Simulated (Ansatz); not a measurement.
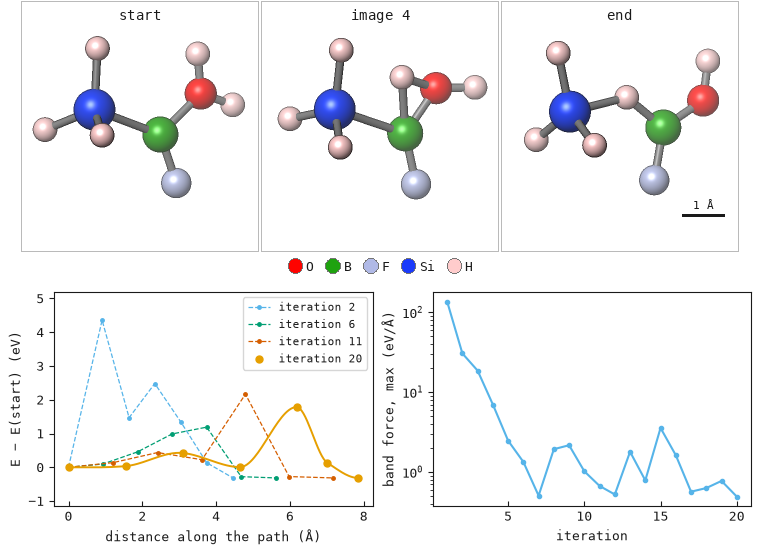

A search for the minimum-energy path of BSiH₅OF (charge +1) by the nudged elastic band. Images are numbered from 0 (start) to 6 (end). The plot follows the band through its iterations. A ball-and-stick model, seen at a tilt.

These are results of RKS B3LYP-D4/def2-SVPD (Ansatz 0.2.0), not measurements. Settings: 5 movable images; climbing image; force threshold 0.5 eV/Å; iteration limit 60; starting path through a guess of the saddle point.

Question: Did the band converge, and can the barrier be trusted?

Answer: The run met only a loose threshold, so the barrier can't be trusted yet. The band converged in 20 iterations. The largest component of the band force went from 140 to 0.49 eV/Å. The climbing image converged on the top of the path. Its curvatures weren't checked. The force threshold is so loose that the height of the top is at best an upper bound. The first iteration put the highest image at 21.99 eV. The highest point, image 4, lies 1.78 eV above the start and 2.10 eV above the end; the end is at −0.31 eV relative to the start. The profile has 2 maxima (images 2, 4) with a dip at image 3 (0.00 eV), so the process runs in steps.

Cost: 3.9 min on 2 threads of AMD EPYC 7R43 64-Core Processor (Zen 3), with other jobs on the host, peak memory 0.31 GiB.
